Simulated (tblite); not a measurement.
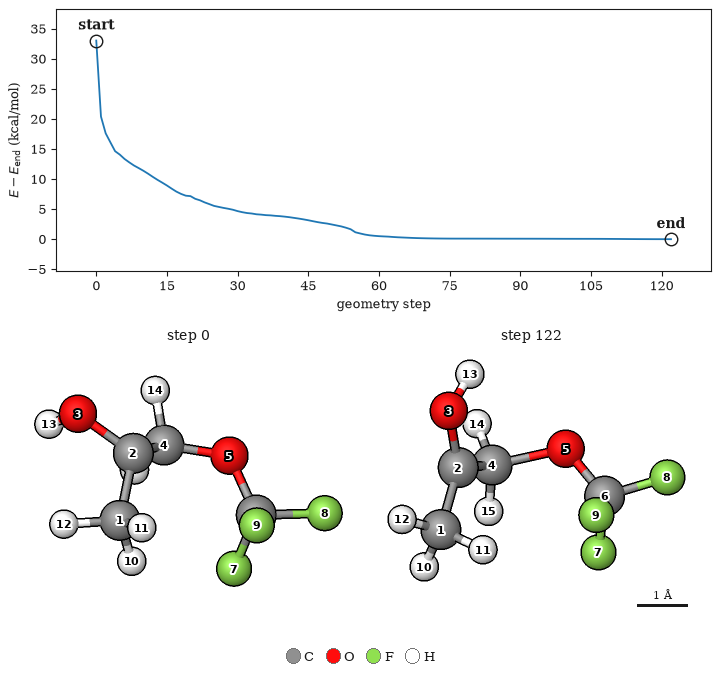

First and last geometry of a relaxation of C$_{4}$H$_{6}$F$_{3}$O$_{2}$ (multiplicity 2), with the history of the run. Style: ball-and-stick. Shown from a free direction.

Method: tblite 0.8.0, GFN2-xTB geometry optimisation, gas phase. 

> What do the curves and the structures tell?

It converged. After 122 geometry steps the energy has fallen by 33.0 kcal/mol. The largest move after the best rigid fit is that of H13, 1.99 Å. By element the largest moves are H 1.99 Å, F 0.79 Å, O 0.65 Å, C 0.56 Å. Among the contacts that change: C4–O5 1.348 → 1.532 Å, C6–F8 1.436 → 1.333 Å, C1–H12 1.152 → 1.087 Å, O5–C6 1.357 → 1.304 Å. Among the angles between lasting bonds that change: O3–C2–C4 109.0° → 119.6°, C2–C4–H14 103.7° → 113.6°, H14–C4–H15 101.3° → 110.9°. Groups turn about C4–O5 by about 20°. The run took 1.1 s on 1 thread of Intel(R) Xeon(R) Platinum 8259CL CPU @ 2.50GHz (shared host).
